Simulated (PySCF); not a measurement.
# CH7N3Si2: the cost of one run

The runs use PySCF 2.14.0, with density-fitted response routines of our own; the level of theory stands in each step. All values are computed, except where a source is named. Atoms count from 0, in the outputs and in this text.

## (1) Starting geometry

13 atoms, charge 0, multiplicity 1; geometry from: PBE0-D3(BJ)/def2-SVP.

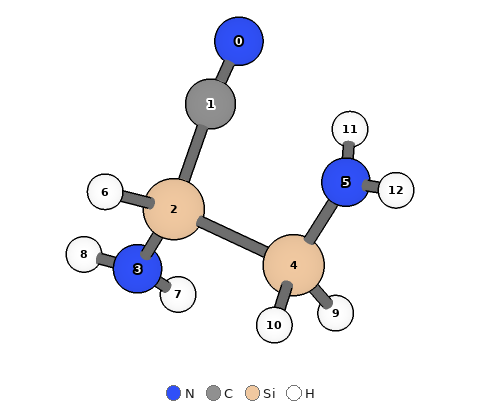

As it starts; nitrogen blue, carbon grey, silicon light orange, hydrogen white, atoms numbered.

## (2) Nuclear shieldings: PBE0/pcSseg-1

The job: settings as JSON, then the geometry in Å.

```
{"job": {"kind": "nmr", "xc": "PBE0", "basis": "pcSseg-1", "pop": false}, "charge": 0, "multiplicity": 1}
N     -1.854668     1.443749     2.126957
C     -1.539947     0.629691     1.360662
Si    -0.881433    -0.617749     0.108470
N     -1.543378    -0.440860    -1.469820
Si     1.415190    -0.145805     0.134526
N      1.745724     0.380872     1.745731
H     -1.288549    -1.938358     0.662307
H     -1.234259     0.327979    -2.054139
H     -2.514667    -0.669526    -1.651151
H      1.668041     0.832874    -0.982986
H      2.231088    -1.360363    -0.167545
H      1.105422     1.024181     2.200796
H      2.696892     0.516812     2.067831
```

Method: GIAO PBE0/pcSseg-1 NMR shielding, non-relativistic, gas phase.

Run with:

```sh
$ OMP_NUM_THREADS=1 python probes_run.py task.json out
```

The driver reads the jobs from task.json and runs them one after another.

Q: Estimate the wall time and peak memory of this first job on 1 thread of Arm Neoverse N1, shared host.

About 20 s, with a peak of 0.87 GiB.
